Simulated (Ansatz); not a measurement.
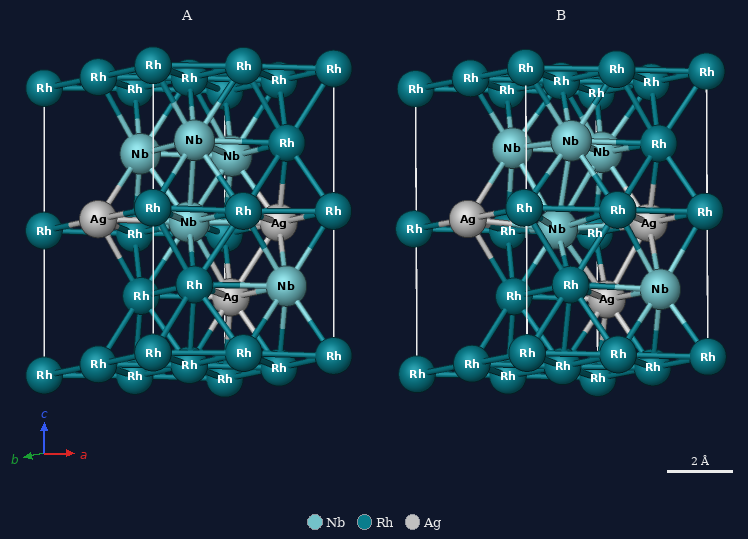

Two geometries of solid Nb5Ag2Rh9 (a generated structure, set up in P1) (coarse preliminary run), drawn at one scale. One is the start of a relaxation, the other its converged end. A ball-and-stick model of the cell of the calculation (origin shifted), seen from a free direction.

Method: DFT r2SCAN, scalar-relativistic, plane waves, PAW (Ansatz). Settings: plane-wave cutoff 500 eV; k-point mesh 3 × 3 × 2; occupations gaussian; smearing width 0.1 eV; mesh shifted by (0, 0, 0.5); no spin polarisation; cell and atoms relaxed; force threshold 0.04 eV/Å; at most 50 steps.

> Which geometry has the lower energy?

Structure B is the relaxed one. Case: elements placed on the hcp lattice at random. The largest move relative to the cell is that of a Nb atom, 0.29 Å along [−3 −2 −2]. Largest moves by element: Nb 0.29 Å, Ag 0.12 Å, Rh 0.10 Å. The volume changes by −2.5 %, with a 5.666 → 5.665 Å (0.0 %), b 5.666 → 5.640 Å (−0.5 %), c 9.066 → 9.012 Å (−0.6 %), α 90.0° → 89.1°, β 90.0° → 90.5°, γ 120.0° → 121.4°. Among the contacts that change: Nb–Nb 2.783 → 3.186 Å, Nb–Nb 2.792 → 3.086 Å, Nb–Rh 2.830 → 2.594 Å, Nb–Rh 2.865 → 2.631 Å. The space group stays P1 (No. 1). The energy falls by 78.3 meV per atom in 10 accepted moves (12 points after the start). The largest force component goes from 2.5 to 0.015 eV/Å. The pressure goes from −6.25 to 0.04 GPa. The line search rejected the trial step at point 5 of the run. At 1 point the geometry stayed and the basis and grid were re-selected for the new cell (energy shift of 0.1 meV per atom at most each time).

Limits of the set-up: the k-point mesh is coarse for a cell with partly filled bands.
